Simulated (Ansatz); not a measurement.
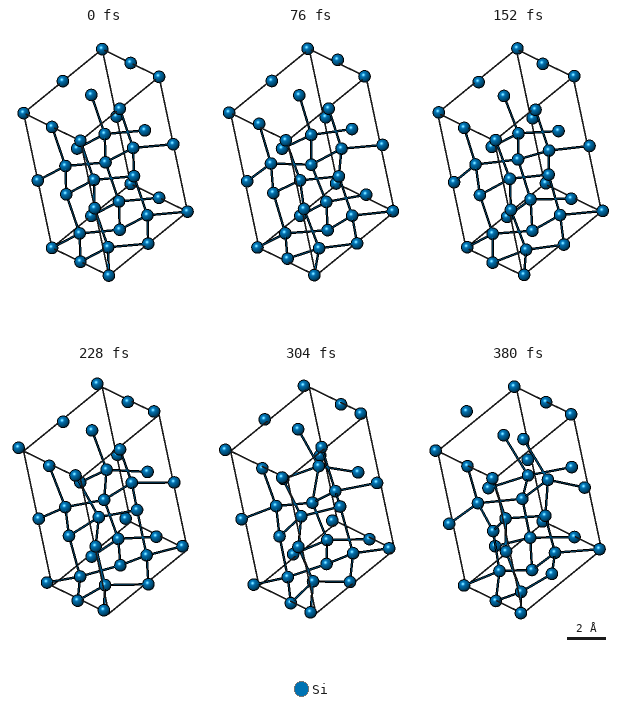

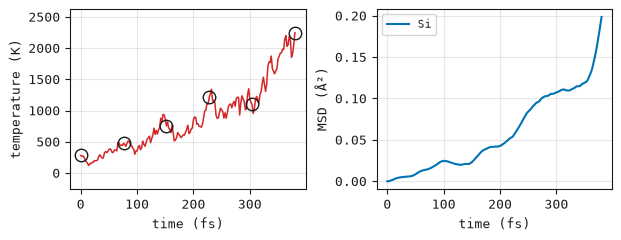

First-principles dynamics of a 16-atom cell of Si, 380 fs long. The cell was cut from the diamond crystal. Frames and the history of the run. Style: ball-and-stick. Shown: the reduced simulation cell, slightly off an axis. Bonds to atoms that aren't drawn are left out. Lengths and directions refer to the drawn axes.

Level of theory: Ansatz, DFT PBE, scalar-relativistic, plane waves, PAW. Run with plane-wave cutoff 420 eV; k-point mesh 3 × 3 × 3; Fermi-Dirac smearing 0.17 eV; Langevin thermostat (NVT); set temperature 300 K, then to 2000 K over 190 steps; time step 2 fs; friction 0.02 per fs.

What do the frames and curves show?

Root-mean-square distances from the starting positions over the second half, with the common drift of all atoms taken out: Si 0.31 Å. That is small against the typical shortest distance between atoms in the first frame, about 2.4 Å: the atoms vibrate about their sites and the arrangement holds. Under the programmed temperature the kinetic temperature goes from 224 K (first eighth) to 1920 K (last eighth), with a peak of 2247 K. The potential energy in the second half lies on average 160 meV per atom above the first frame.
